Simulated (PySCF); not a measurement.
# Run report: AlAsH3F, geometry relaxation (part 2 of 4)

Continued. System: AlAsH3F. Method: HF/cc-pV(D+d)Z, RHF (PySCF 2.14.0). The atoms were displaced at random from an optimised geometry.

Geometry of the input (Å):
```
F  -0.3039  -1.6544  1.2516
Al -0.5314  -0.7399  -0.1386
As -0.0067  1.6371  -0.2057
H  -0.7881  -1.5760  -1.4298
H  1.3124  1.3101  -0.6771
H  0.5185  1.4048  1.2298
```

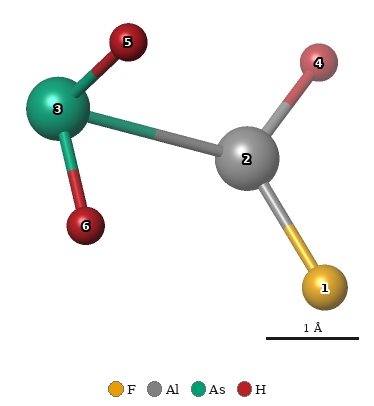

*The structure as given in the input (ball-and-stick view, seen at a tilt; atoms are numbered from 1 in the order of the input). Sticks mark near contacts.*

### Log, continued
```
----------------------------------------------
cycle 3: E = -2577.35987749  dE = -0.000522768  norm(grad) = 0.005874
Step    2 : Displace = 4.484e-02/8.045e-02 (rms/max) Trust = 1.414e-01 (+) Grad = 2.398e-03/4.422e-03 (rms/max) E (change) = -2577.3598774901 (-5.228e-04) Quality = 1.328
Hessian Eigenvalues: 1.66975e-02 2.73024e-02 5.00000e-02 ... 1.91862e-01 2.68242e-01 3.83237e-01

Geometry optimization cycle 4
Cartesian coordinates (Angstrom)
 Atom        New coordinates             dX        dY        dZ
   F  -0.436207  -1.691714   1.247012   -0.056053 -0.021188  0.004778
  Al  -0.450033  -0.828925  -0.162863    0.001638 -0.022612  0.006696
  As  -0.004676   1.569254  -0.099365    0.003879 -0.027616  0.017423
   H  -0.814381  -1.632277  -1.459450    0.022833 -0.007412 -0.007524
   H   1.328807   1.403401  -0.791339   -0.021798  0.047298 -0.022561
   H   0.577250   1.561847   1.296191    0.049502  0.031530  0.001188
New geometry
   1 F     -0.436207455636  -1.691713555996   1.247012119496 AA   -0.824312624646  -3.196875302047   2.356511379861 Bohr
   2 Al    -0.450032867718  -0.828925234998  -0.162863025363 AA   -0.850438867040  -1.566441671887  -0.307766513753 Bohr
   3 As    -0.004675878833   1.569254198222  -0.099364726116 AA   -0.008836130387   2.965460654464  -0.187772118801 Bohr
   4 H     -0.814381005787  -1.632277458041  -1.459450014085 AA   -1.538957061985  -3.084557354999  -2.757960819114 Bohr
   5 H      1.328807277722   1.403401146671  -0.791338683475 AA    2.511081827224   2.652043810109  -1.495413383541 Bohr
   6 H      0.577249930257   1.561846904143   1.296191329546 AA    1.090844273609   2.951462897331   2.449446617878 Bohr

******** <class 'pyscf.scf.hf.RHF_Scanner'> ********
method = RHF_Scanner
initial guess = minao
damping factor = 0
level_shift factor = 0
DIIS = <class 'pyscf.scf.diis.CDIIS'>
diis_start_cycle = 1
diis_space = 8
diis_damp = 0
SCF conv_tol = 1e-09
SCF conv_tol_grad = None
SCF max_cycles = 50
direct_scf = True
direct_scf_tol = 1e-13
Set gradient conv threshold to 3.16228e-05
init E= -2577.3680301677
  HOMO = -0.35149081104802  LUMO = 0.0526015753838127  gap/eV = 10.99591
cycle= 1 E= -2577.36007458898  delta_E= 0.00796  |g|= 0.0122  |ddm|= 0.114
  HOMO = -0.356346889899758  LUMO = 0.0507291577176936  gap/eV = 11.07710
cycle= 2 E= -2577.36017094321  delta_E= -9.64e-05  |g|= 0.00436  |ddm|= 0.0369
  HOMO = -0.355612118848445  LUMO = 0.0508521331844678  gap/eV = 11.06046
cycle= 3 E= -2577.36019015474  delta_E= -1.92e-05  |g|= 0.00166  |ddm|= 0.0173
  HOMO = -0.355755266027793  LUMO = 0.0508817128786792  gap/eV = 11.06516
cycle= 4 E= -2577.36019275199  delta_E= -2.6e-06  |g|= 0.000551  |ddm|= 0.00666
  HOMO = -0.355752964441723  LUMO = 0.0508764996901263  gap/eV = 11.06495
cycle= 5 E= -2577.3601929918  delta_E= -2.4e-07  |g|= 0.000201  |ddm|= 0.00209
  HOMO = -0.355746532638326  LUMO = 0.0508749587553083  gap/eV = 11.06473
cycle= 6 E= -2577.36019302657  delta_E= -3.48e-08  |g|= 5.62e-05  |ddm|= 0.000912
  HOMO = -0.355751700283675  LUMO = 0.0508774501677909  gap/eV = 11.06494
cycle= 7 E= -2577.36019303  delta_E= -3.43e-09  |g|= 1.52e-05  |ddm|= 0.000288
  HOMO = -0.355750003799451  LUMO = 0.0508778124126952  gap/eV = 11.06491
cycle= 8 E= -2577.36019303032  delta_E= -3.19e-10  |g|= 3.56e-06  |ddm|= 8.99e-05
  HOMO = -0.355750407417879  LUMO = 0.0508778071006644  gap/eV = 11.06492
Extra cycle  E= -2577.36019303034  delta_E= -1.96e-11  |g|= 1.6e-06  |ddm|= 1.36e-05
converged SCF energy = -2577.36019303034

******** <class 'pyscf.grad.rhf.Gradients_Scanner'> for <class 'pyscf.scf.hf.RHF_Scanner'> ********
unit = Eh/Bohr
--------------- RHF_Scanner gradients ---------------
         x                y                z
0 F     0.0004145810     0.0003975522    -0.0016722744
1 Al    -0.0000163858    -0.0002733190     0.0006799869
2 As     0.0011775527    -0.0002882730    -0.0013992465
3 H    -0.0004511480    -0.0002219192     0.0006538919
4 H    -0.0012150204    -0.0000295967     0.0016489353
5 H     0.0000904204     0.0004155558     0.0000887069
----------------------------------------------
cycle 4: E = -2577.36019303  dE = -0.00031554  norm(grad) = 0.00348664
Step    3 : Displace = 4.573e-02/6.081e-02 (rms/max) Trust = 2.000e-01 (+) Grad = 1.423e-03/2.048e-03 (rms/max) E (change) = -2577.3601930303 (-3.155e-04) Quality = 1.150
Hessian Eigenvalues: 1.00118e-02 2.72559e-02 5.00000e-02 ... 2.23035e-01 2.65523e-01 3.92364e-01

Geometry optimization cycle 5
Cartesian coordinates (Angstrom)
 Atom        New coordinates             dX        dY        dZ
   F  -0.480365  -1.699200   1.257847   -0.044158 -0.007486  0.010835
  Al  -0.445932  -0.838123  -0.153653    0.004101 -0.009198  0.009210
  As  -0.004854   1.558651  -0.084500   -0.000178 -0.010603  0.014864
   H  -0.785517  -1.630539  -1.464209    0.028864  0.001739 -0.004759
   H   1.308301   1.432471  -0.821329   -0.020507  0.029070 -0.029990
   H   0.609128   1.558326   1.296032    0.031878 -0.003521 -0.000160
New geometry
   1 F     -0.480365294948  -1.699199621627   1.257846850563 AA   -0.907758847198  -3.211021915840   2.376986054212 Bohr
   2 Al    -0.445931702566  -0.838123094746  -0.153653326302 AA   -0.842688788111  -1.583823107742  -0.290362704839 Bohr
   3 As    -0.004854115863   1.558651031095  -0.084500357387 AA   -0.009172949557   2.945423572540  -0.159682532889 Bohr
   4 H     -0.785517444846  -1.630538711275  -1.464208712969 AA   -1.484412836828  -3.081271599811  -2.766953456713 Bohr
   5 H      1.308300611766   1.432470724532  -0.821329105221 AA    2.472329844838   2.706977350823  -1.552087067001 Bohr
   6 H      0.609127946464   1.558325672024   1.296031651320 AA    1.151084993635   2.944808733005   2.449144869762 Bohr

******** <class 'pyscf.scf.hf.RHF_Scanner'> ********
method = RHF_Scanner
initial guess = minao
damping factor = 0
level_shift factor = 0
DIIS = <class 'pyscf.scf.diis.CDIIS'>
diis_start_cycle = 1
diis_space = 8
diis_damp = 0
SCF conv_tol = 1e-09
SCF conv_tol_grad = None
SCF max_cycles = 50
direct_scf = True
direct_scf_tol = 1e-13
Set gradient conv threshold to 3.16228e-05
init E= -2577.36082391329
  HOMO = -0.353798821458324  LUMO = 0.0506145224408208  gap/eV = 11.00465
cycle= 1 E= -2577.36028283353  delta_E= 0.000541  |g|= 0.00845  |ddm|= 0.0773
  HOMO = -0.354802371139915  LUMO = 0.0507435619558301  gap/eV = 11.03547
cycle= 2 E= -2577.36032830699  delta_E= -4.55e-05  |g|= 0.00301  |ddm|= 0.0241
  HOMO = -0.35455940135578  LUMO = 0.0507044311618365  gap/eV = 11.02779
cycle= 3 E= -2577.36033724421  delta_E= -8.94e-06  |g|= 0.000954  |ddm|= 0.0115
  HOMO = -0.354614600304789  LUMO = 0.0507451832738566  gap/eV = 11.03040
cycle= 4 E= -2577.36033815592  delta_E= -9.12e-07  |g|= 0.000326  |ddm|= 0.00381
  HOMO = -0.35459845363904  LUMO = 0.0507429861738711  gap/eV = 11.02990
cycle= 5 E= -2577.36033822967  delta_E= -7.37e-08  |g|= 0.000122  |ddm|= 0.00102
  HOMO = -0.354595155883609  LUMO = 0.050740476285398  gap/eV = 11.02974
cycle= 6 E= -2577.36033824356  delta_E= -1.39e-08  |g|= 3.1e-05  |ddm|= 0.000554
  HOMO = -0.354599039247796  LUMO = 0.0507422749586031  gap/eV = 11.02990
cycle= 7 E= -2577.36033824456  delta_E= -1e-09  |g|= 9.53e-06  |ddm|= 0.000134
  HOMO = -0.354598066612534  LUMO = 0.0507422718492796  gap/eV = 11.02987
cycle= 8 E= -2577.36033824468  delta_E= -1.16e-10  |g|= 2.21e-06  |ddm|= 5.21e-05
  HOMO = -0.354598255992147  LUMO = 0.0507421899229774  gap/eV = 11.02988
Extra cycle  E= -2577.36033824469  delta_E= -1.18e-11  |g|= 1.06e-06  |ddm|= 7.62e-06
converged SCF energy = -2577.36033824469

******** <class 'pyscf.grad.rhf.Gradients_Scanner'> for <class 'pyscf.scf.hf.RHF_Scanner'> ********
unit = Eh/Bohr
--------------- RHF_Scanner gradients ---------------
         x                y                z
0 F     0.0003821300     0.0001154214    -0.0011154113
1 Al    -0.0001167101    -0.0001245412     0.0007658187
2 As     0.0016401762    -0.0009178156    -0.0012042132
3 H    -0.0005124752     0.0000215398     0.0003314649
4 H    -0.0010492183     0.0003752551     0.0012044131
5 H    -0.0003439026     0.0005301405     0.0000179279
----------------------------------------------
cycle 5: E = -2577.36033824  dE = -0.000145214  norm(grad) = 0.00323522
Step    4 : Displace = 3.340e-02/4.658e-02 (rms/max) Trust = 2.828e-01 (+) Grad = 1.321e-03/2.232e-03 (rms/max) E (change) = -2577.3603382447 (-1.452e-04) Quality = 1.653
Hessian Eigenvalues: 3.02964e-03 2.74435e-02 5.00000e-02 ... 2.11262e-01 2.63281e-01 3.82076e-01

Geometry optimization cycle 6
Cartesian coordinates (Angstrom)
 Atom        New coordinates             dX        dY        dZ
   F  -0.607413  -1.694551   1.284359   -0.127048  0.004649  0.026512
  Al  -0.436928  -0.855194  -0.133346    0.009004 -0.017071  0.020307
  As  -0.010696   1.538373  -0.034513   -0.005842 -0.020278  0.049988
   H  -0.685607  -1.630799  -1.474905    0.099911 -0.000261 -0.010696
   H   1.227821   1.498979  -0.901382   -0.080480  0.066508 -0.080053
   H   0.713583   1.524778   1.289974    0.104455 -0.033547 -0.006058
New geometry
   1 F     -0.607412816159  -1.694550962739   1.284358722515 AA   -1.147843867092  -3.202237223696   2.427086231249 Bohr
   2 Al    -0.436928175844  -0.855194453826  -0.133345980730 AA   -0.825674588451  -1.616083300978  -0.251987383391 Bohr
   3 As    -0.010695724018   1.538373364027  -0.034512835820 AA   -0.020211989099   2.907104335337  -0.065219807482 Bohr
   4 H     -0.685606848267  -1.630799251162  -1.474904874408 AA   -1.295609172351  -3.081763948841  -2.787166272417 Bohr
   5 H      1.227820955615   1.498979096759  -0.901381711512 AA    2.320245336113   2.832659959323  -1.703364568450 Bohr
   6 H      0.713582608685   1.524778206901   1.289973679967 AA    1.348475697668   2.881413211747   2.437696963036 Bohr

******** <class 'pyscf.scf.hf.RHF_Scanner'> ********
method = RHF_Scanner
initial guess = minao
damping factor = 0
level_shift factor = 0
DIIS = <class 'pyscf.scf.diis.CDIIS'>
diis_start_cycle = 1
diis_space = 8
diis_damp = 0
SCF conv_tol = 1e-09
SCF conv_tol_grad = None
SCF max_cycles = 50
direct_scf = True
direct_scf_tol = 1e-13
Set gradient conv threshold to 3.16228e-05
init E= -2577.35209762217
  HOMO = -0.353602026676086  LUMO = 0.0472172709350156  gap/eV = 10.90685
cycle= 1 E= -2577.36014763672  delta_E= -0.00805  |g|= 0.0248  |ddm|= 0.223
  HOMO = -0.352415140067308  LUMO = 0.050801222329909  gap/eV = 10.97208
cycle= 2 E= -2577.36053683641  delta_E= -0.000389  |g|= 0.00926  |ddm|= 0.0706
  HOMO = -0.352425455250198  LUMO = 0.050551631231599  gap/eV = 10.96557
cycle= 3 E= -2577.36061086921  delta_E= -7.4e-05  |g|= 0.00407  |ddm|= 0.0315
  HOMO = -0.352413600408097  LUMO = 0.050634793828543  gap/eV = 10.96751
cycle= 4 E= -2577.36062132809  delta_E= -1.05e-05  |g|= 0.00126  |ddm|= 0.0118
  HOMO = -0.352366957506938  LUMO = 0.0506771039060254  gap/eV = 10.96739
cycle= 5 E= -2577.36062250861  delta_E= -1.18e-06  |g|= 0.000322  |ddm|= 0.00406
  HOMO = -0.352367885126726  LUMO = 0.0506639696941091  gap/eV = 10.96706
cycle= 6 E= -2577.36062264533  delta_E= -1.37e-07  |g|= 6.75e-05  |ddm|= 0.00177
  HOMO = -0.35237163023382  LUMO = 0.0506695555640455  gap/eV = 10.96731
cycle= 7 E= -2577.36062265155  delta_E= -6.22e-09  |g|= 1.96e-05  |ddm|= 0.000328
  HOMO = -0.35237034476244  LUMO = 0.0506676608115262  gap/eV = 10.96722
cycle= 8 E= -2577.36062265203  delta_E= -4.76e-10  |g|= 5.35e-06  |ddm|= 9.01e-05
  HOMO = -0.352370901420091  LUMO = 0.0506679413028106  gap/eV = 10.96725
Extra cycle  E= -2577.36062265205  delta_E= -1.82e-11  |g|= 2.46e-06  |ddm|= 1.68e-05
converged SCF energy = -2577.36062265205

******** <class 'pyscf.grad.rhf.Gradients_Scanner'> for <class 'pyscf.scf.hf.RHF_Scanner'> ********
unit = Eh/Bohr
--------------- RHF_Scanner gradients ---------------
         x                y                z
0 F     0.0000816027    -0.0002825468     0.0006914860
1 Al    -0.0000214727    -0.0002406936     0.0003613469
2 As     0.0016622343    -0.0017618277    -0.0007380187
3 H    -0.0004818353     0.0007810505    -0.0004621989
4 H    -0.0003101964     0.0009836218    -0.0000223797
5 H    -0.0009303326     0.0005203958     0.0001697644
----------------------------------------------
cycle 6: E = -2577.36062265  dE = -0.000284407  norm(grad) = 0.00323273
Step    5 : Displace = 1.000e-01/1.311e-01 (rms/max) Trust = 3.000e-01 (+) Grad = 1.320e-03/2.532e-03 (rms/max) E (change) = -2577.3606226520 (-2.844e-04) Quality = 1.292
Hessian Eigenvalues: 2.03944e-03 2.77136e-02 5.00000e-02 ... 2.24711e-01 2.59200e-01 3.93714e-01

Geometry optimization cycle 7
Cartesian coordinates (Angstrom)
 Atom        New coordinates             dX        dY        dZ
   F  -0.682400  -1.680027   1.292294   -0.074987  0.014524  0.007936
  Al  -0.437229  -0.855368  -0.124175   -0.000301 -0.000173  0.009171
  As  -0.017758   1.536691   0.000807   -0.007062 -0.001682  0.035319
   H  -0.612411  -1.635934  -1.474771    0.073196 -0.005134  0.000134
   H   1.166019   1.524569  -0.942984   -0.061802  0.025590 -0.041602
   H   0.784539   1.491654   1.279015    0.070956 -0.033124 -0.010959
New geometry
   1 F     -0.682399576655  -1.680027151007   1.292294415549 AA   -1.289548307396  -3.174791197236   2.442082517693 Bohr
   2 Al    -0.437229263598  -0.855367590110  -0.124174564500 AA   -0.826243561845  -1.616410481138  -0.234655918542 Bohr
   3 As    -0.017757592291   1.536691019085   0.000806554771 AA   -0.033556986062   2.903925164150   0.001524167623 Bohr
   4 H     -0.612411304553  -1.635933728034  -1.474770617997 AA   -1.157289641193  -3.091466703923  -2.786912564570 Bohr
   5 H      1.166018669031   1.524569396895  -0.942983842689 AA    2.203455940599   2.881018618024  -1.781981202572 Bohr
   6 H      0.784539068078   1.491654053120   1.279015054881 AA    1.482563972689   2.818817632994   2.416988162920 Bohr

******** <class 'pyscf.scf.hf.RHF_Scanner'> ********
method = RHF_Scanner
initial guess = minao
damping factor = 0
level_shift factor = 0
DIIS = <class 'pyscf.scf.diis.CDIIS'>
diis_start_cycle = 1
diis_space = 8
diis_damp = 0
SCF conv_tol = 1e-09
SCF conv_tol_grad = None
SCF max_cycles = 50
direct_scf = True
direct_scf_tol = 1e-13
Set gradient conv threshold to 3.16228e-05
init E= -2577.35635293695
  HOMO = -0.353507192948445  LUMO = 0.0492626480672289  gap/eV = 10.95993
cycle= 1 E= -2577.36060553924  delta_E= -0.00425  |g|= 0.0149  |ddm|= 0.136
  HOMO = -0.3521030730376  LUMO = 0.050882504403055  gap/eV = 10.96580
cycle= 2 E= -2577.36075715139  delta_E= -0.000152  |g|= 0.00558  |ddm|= 0.0434
  HOMO = -0.352251643220196  LUMO = 0.0507910044191808  gap/eV = 10.96735
cycle= 3 E= -2577.36078873022  delta_E= -3.16e-05  |g|= 0.0019  |ddm|= 0.0216
  HOMO = -0.352203860817311  LUMO = 0.0508198278192404  gap/eV = 10.96683
cycle= 4 E= -2577.36079168964  delta_E= -2.96e-06  |g|= 0.000728  |ddm|= 0.00645
  HOMO = -0.35218210686828  LUMO = 0.0508280377337238  gap/eV = 10.96646
cycle= 5 E= -2577.36079203069  delta_E= -3.41e-07  |g|= 0.000198  |ddm|= 0.00211
  HOMO = -0.352190173591999  LUMO = 0.050823273766011  gap/eV = 10.96655
cycle= 6 E= -2577.36079207911  delta_E= -4.84e-08  |g|= 4.18e-05  |ddm|= 0.00101
  HOMO = -0.352189846548994  LUMO = 0.0508235214174153  gap/eV = 10.96655
cycle= 7 E= -2577.36079208147  delta_E= -2.37e-09  |g|= 1.15e-05  |ddm|= 0.000201
  HOMO = -0.352190992470529  LUMO = 0.0508230335563233  gap/eV = 10.96657
cycle= 8 E= -2577.36079208165  delta_E= -1.81e-10  |g|= 2.76e-06  |ddm|= 5.27e-05
  HOMO = -0.352190699840286  LUMO = 0.0508230513534578  gap/eV = 10.96656
Extra cycle  E= -2577.36079208166  delta_E= -1.36e-12  |g|= 1.24e-06  |ddm|= 7.93e-06
converged SCF energy = -2577.36079208166

******** <class 'pyscf.grad.rhf.Gradients_Scanner'> for <class 'pyscf.scf.hf.RHF_Scanner'> ********
unit = Eh/Bohr
--------------- RHF_Scanner gradients ---------------
         x                y                z
0 F    -0.0000914064    -0.0002690503     0.0012934220
1 Al    -0.0000299061    -0.0002782474     0.0000871372
2 As     0.0011576478    -0.0017014789    -0.0002444303
3 H    -0.0002373978     0.0009278225    -0.0007287654
4 H     0.0001124546     0.0009300086    -0.0006427211
5 H    -0.0009113922     0.0003909456     0.0002353576
```
